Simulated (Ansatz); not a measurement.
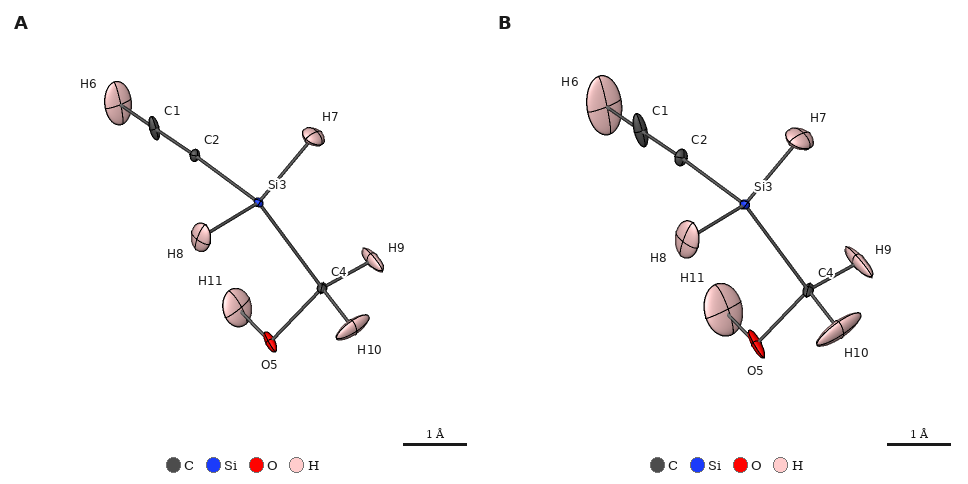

Displacement ellipsoids at the 50 % level, scaled by 0.7, from the internal vibrations of the free molecule (harmonic, no overall translation or rotation; no half-axis is drawn under 0.075 Å). Vibrations computed with RKS PBE0-D4/def2-TZVP (Ansatz 0.2.0). One panel is for 298 K, the other for 600 K.

> Which panel is for 600 K?

B.

> How much does the mean-square displacement of O5 grow, and why?

U_eq goes from 0.0133 to 0.0262 Å², a factor of 2.0. Modes below kT (417 cm⁻¹ at 600 K) grow about in proportion to T, and the lowest lies at 74 cm⁻¹; the mean-square amplitude of a mode is its zero-point value times coth(ħω/2kT), which comes close to 1 only above about 3kT.
